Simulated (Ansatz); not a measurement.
**BNH3 (SMILES B[NH]): UBCCD(T)/STO-3G**

Aim: the energy change on altering one bond length of BNH3 at UBCCD(T)/STO-3G, from 2 runs. 

The results are computed with Ansatz 0.2.0.

53 further runs of the same task are left out: 53 set aside as unsound or not needed.

## 1. Starting point

BNH3: 5 atoms, total charge 0, spin state doublet. SMILES: `B[NH]`. The shape is that of a PBE0-D4/def2-TZVP optimisation.

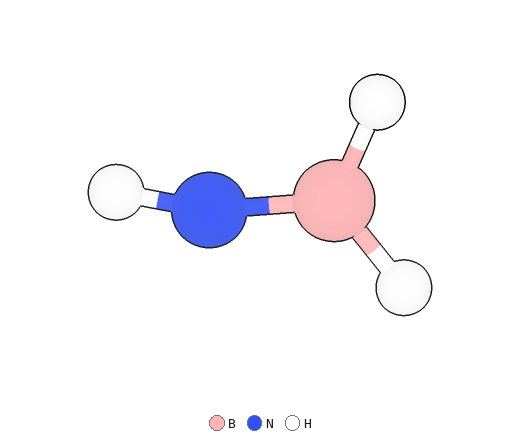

Viewed from a chosen angle; boron pink, nitrogen blue, hydrogen white.

## 2. The energy at UBCCD(T)/STO-3G

The input, run.yaml:

```yaml
crystal:
  periodic: [false, false, false]
  atoms:
    - {symbol: B, position_ang: [-0.310800, -0.370100, -0.091600]}
    - {symbol: "N", position_ang: [0.531200, 0.655200, -0.019800]}
    - {symbol: H, position_ang: [-0.414800, -1.107400, 0.862500]}
    - {symbol: H, position_ang: [-0.964100, -0.573100, -1.081900]}
    - {symbol: H, position_ang: [1.208400, 1.321700, 0.289300]}
basis:
  gaussian:
    orbitals: STO-3G
accuracy: high
scf:
  omitted_lower_state_checks: [cluster_reference, increment]
magnetization:
  spin_polarized: true
  initial_magnetization: 1
correlation:
  method: bccd_t
  frozen_orbitals: {B: 1, H: 0, "N": 1}
```

The run is started by

```
$ ansatz run run.yaml --threads 1 --pin off --max-ram 2610MiB --events-out events.jsonl --progress --plain --runs-dir runs
```

The program printed:

```text
Warning: RAYON_NUM_THREADS=1 ignored (pool sized by the plan → 1); use --threads N
Functional definition: HF
  name "HF"
  exchange = exact_x
  correlation = 0
these checks for a lower state are left out or cut short: cluster_reference, increment
207 factors; integrals over basis functions are off by at most 9.2e-9 eV
mean field evaluation 1: about -2170.3226 eV, gradient 1.1e1 eV
mean field evaluation 2: about -2170.3438 eV, gradient 1.1e1 eV
mean field evaluation 4: about -2171.7187 eV, gradient 1.9e0 eV
mean field evaluation 8: about -2171.7890 eV, gradient 2.4e-3 eV
mean field -2171.78792033 eV, -79.8117339815 hartree, gradient 1.9e-8 eV, S^2 0.779272; 0 other end points of the search recorded, 0 dependent functions left out
2 core orbitals not correlated: weight in the atoms' cores, before any rotation towards them, 1.000 or more for the frozen orbitals, at most 0.000 for the correlated occupied ones
reference -2171.78792033 eV, -79.8117339815 hartree; 6, 5 occupied and 5, 6 virtual orbitals, 207 factors
second order -2.04354962 eV of doubles, -0.00000000 eV of singles
cycle   1  -2.48721398 eV  change   -4.4e-1 eV  update   7.3e-2
cycle   2  -2.75740774 eV  change   -2.7e-1 eV  update   3.6e-2
cycle   3  -2.84679032 eV  change   -8.9e-2 eV  update   2.0e-2
cycle   4  -2.84587730 eV  change    9.1e-4 eV  update   9.4e-3
cycle   5  -2.84706270 eV  change   -1.2e-3 eV  update   3.1e-3
cycle   6  -2.84709592 eV  change   -3.3e-5 eV  update   1.2e-3
cycle   7  -2.84807774 eV  change   -9.8e-4 eV  update   4.4e-4
cycle   8  -2.84869477 eV  change   -6.2e-4 eV  update   2.2e-4
cycle   9  -2.84860700 eV  change    8.8e-5 eV  update   7.1e-5
cycle  10  -2.84862961 eV  change   -2.3e-5 eV  update   2.7e-5
cycle  11  -2.84863700 eV  change   -7.4e-6 eV  update   1.1e-5
cycle  12  -2.84863872 eV  change   -1.7e-6 eV  update   3.8e-6
cycle  13  -2.84863656 eV  change    2.2e-6 eV  update   1.7e-6
cycle  14  -2.84863590 eV  change    6.6e-7 eV  update   6.1e-7
cycle  15  -2.84863596 eV  change   -5.8e-8 eV  update   2.3e-7
cycle  16  -2.84863619 eV  change   -2.3e-7 eV  update   1.0e-7
cycle  17  -2.84863630 eV  change   -1.1e-7 eV  update   4.0e-8
cycle  18  -2.84863629 eV  change    1.6e-8 eV  update   2.6e-8
cycle  19  -2.84863631 eV  change   -2.0e-8 eV  update   4.0e-8
cycle  20  -2.84863635 eV  change   -4.5e-8 eV  update   2.2e-8
cycle  21  -2.84863635 eV  change    4.6e-9 eV  update   9.0e-9
cycle  22  -2.84863634 eV  change    2.3e-9 eV  update   5.1e-9
cycle  23  -2.84863634 eV  change   2.4e-11 eV  update   3.0e-9
cycle  24  -2.84863635 eV  change  -9.4e-10 eV  update   1.7e-9
cycle  25  -2.84863634 eV  change   4.4e-10 eV  update  7.2e-10
perturbative correction -0.07562661 eV, -0.0027792266 hartree
Total energy: -2174.71218329 eV, -79.9191986629 hartree
Checks for a lower state left out: cluster_reference, increment
```

Run time: 0.2 s. Hardware: 1 thread of Arm Neoverse V1, shared host.

## 3. The distorted shape

The input, run.yaml:

```yaml
crystal:
  periodic: [false, false, false]
  atoms:
    - {symbol: B, position_ang: [-0.147489, -0.319354, 0.155953]}
    - {symbol: N, position_ang: [0.694511, 0.705946, 0.227753]}
    - {symbol: H, position_ang: [-0.251489, -1.056654, 1.110053]}
    - {symbol: H, position_ang: [-0.964100, -0.573100, -1.081900]}
    - {symbol: H, position_ang: [1.371711, 1.372446, 0.536853]}
basis:
  gaussian: {orbitals: STO-3G}
total_charge: 0
magnetization: {spin_polarized: true, initial_magnetization: 1}
correlation: {method: bccd_t, frozen_orbitals: {B: 1, H: 0, "N": 1}}
accuracy: high
scf: {omitted_lower_state_checks: [cluster_reference, increment]}
```

The run is started by

```
$ ansatz run run.yaml --threads 1 --pin off --max-ram 2610MiB --events-out events.jsonl --progress --plain --runs-dir runs
```

The program printed:

```text
Warning: RAYON_NUM_THREADS=1 ignored (pool sized by the plan → 1); use --threads N
[... 4 set-up lines as earlier in the session ...]
these checks for a lower state are left out or cut short: cluster_reference, increment
207 factors; integrals over basis functions are off by at most 9.7e-9 eV
mean field evaluation 1: about -2168.7486 eV, gradient 1.2e1 eV
mean field evaluation 2: about -2168.7635 eV, gradient 1.2e1 eV
mean field evaluation 4: about -2170.3827 eV, gradient 2.2e0 eV
mean field evaluation 8: about -2170.4906 eV, gradient 6.6e-2 eV
mean field evaluation 16: about -2170.4890 eV, gradient 2.7e-8 eV
mean field -2170.48902950 eV, -79.7640006237 hartree, gradient 2.7e-8 eV, S^2 0.797675; 0 other end points of the search recorded, 0 dependent functions left out
2 core orbitals not correlated: weight in the atoms' cores, before any rotation towards them, 1.000 or more for the frozen orbitals, at most 0.000 for the correlated occupied ones
reference -2170.48902950 eV, -79.7640006237 hartree; 6, 5 occupied and 5, 6 virtual orbitals, 207 factors
second order -2.23873123 eV of doubles, -0.00000000 eV of singles
cycle   1  -2.75284739 eV  change   -5.1e-1 eV  update   8.2e-2
cycle   2  -3.08599347 eV  change   -3.3e-1 eV  update   4.1e-2
cycle   3  -3.19609642 eV  change   -1.1e-1 eV  update   2.2e-2
cycle   4  -3.19858150 eV  change   -2.5e-3 eV  update   1.1e-2
cycle   5  -3.20221202 eV  change   -3.6e-3 eV  update   4.4e-3
cycle   6  -3.20197378 eV  change    2.4e-4 eV  update   1.9e-3
cycle   7  -3.20323868 eV  change   -1.3e-3 eV  update   7.2e-4
cycle   8  -3.20394023 eV  change   -7.0e-4 eV  update   2.6e-4
cycle   9  -3.20377252 eV  change    1.7e-4 eV  update   1.1e-4
cycle  10  -3.20372339 eV  change    4.9e-5 eV  update   5.0e-5
cycle  11  -3.20371961 eV  change    3.8e-6 eV  update   2.3e-5
cycle  12  -3.20371102 eV  change    8.6e-6 eV  update   8.8e-6
cycle  13  -3.20370046 eV  change    1.1e-5 eV  update   4.3e-6
cycle  14  -3.20369488 eV  change    5.6e-6 eV  update   2.0e-6
cycle  15  -3.20369512 eV  change   -2.3e-7 eV  update   7.2e-7
cycle  16  -3.20369565 eV  change   -5.3e-7 eV  update   2.9e-7
cycle  17  -3.20369574 eV  change   -9.1e-8 eV  update   9.8e-8
cycle  18  -3.20369562 eV  change    1.2e-7 eV  update   4.3e-8
cycle  19  -3.20369554 eV  change    8.6e-8 eV  update   2.4e-8
cycle  20  -3.20369526 eV  change    2.7e-7 eV  update   6.7e-8
cycle  21  -3.20369520 eV  change    6.7e-8 eV  update   3.2e-8
cycle  22  -3.20369519 eV  change    3.6e-9 eV  update   1.1e-8
cycle  23  -3.20369519 eV  change   -2.2e-9 eV  update   5.9e-9
cycle  24  -3.20369520 eV  change   -3.0e-9 eV  update   3.1e-9
cycle  25  -3.20369520 eV  change   8.5e-11 eV  update   1.6e-9
cycle  26  -3.20369520 eV  change   8.8e-11 eV  update  8.6e-10
perturbative correction -0.09030047 eV, -0.0033184810 hartree
Total energy: -2173.78302516 eV, -79.8850527316 hartree
Checks for a lower state left out: cluster_reference, increment
```

It took 0.22 s on 1 thread of Arm Neoverse V1, shared host.

## 4. Summary of results

Level: UBCCD(T)/STO-3G, 2 core orbitals frozen.

| quantity | value |
| --- | --- |
| first shape: total energy | -79.91920 Eh |
| first shape: correlation energy (2 core orbitals frozen) | -107.5 mEh |
| first shape: (T) correction | -2.78 mEh |
| first shape: ⟨S²⟩ of the reference determinant | 0.779 |
| distorted shape: total energy | -79.88505 Eh |
| distorted shape: correlation energy (2 core orbitals frozen) | -121.1 mEh |
| distorted shape: (T) correction | -3.32 mEh |
| distorted shape: ⟨S²⟩ of the reference determinant | 0.798 |
| energy change with the B1–H4 bond stretched from 1.204 to 1.505 Å | 0.929 eV |

In words: With the B1–H4 bond stretched from 1.204 to 1.505 Å the energy rises by 0.93 eV (89.7 kJ/mol). The first shape isn't relaxed at this level, so the change isn't measured from a minimum. The minimal basis adds a large error of its own. The triples (first shape) make up 2.6 % of the correlation energy. The triples (distorted shape) make up 2.7 % of the correlation energy.
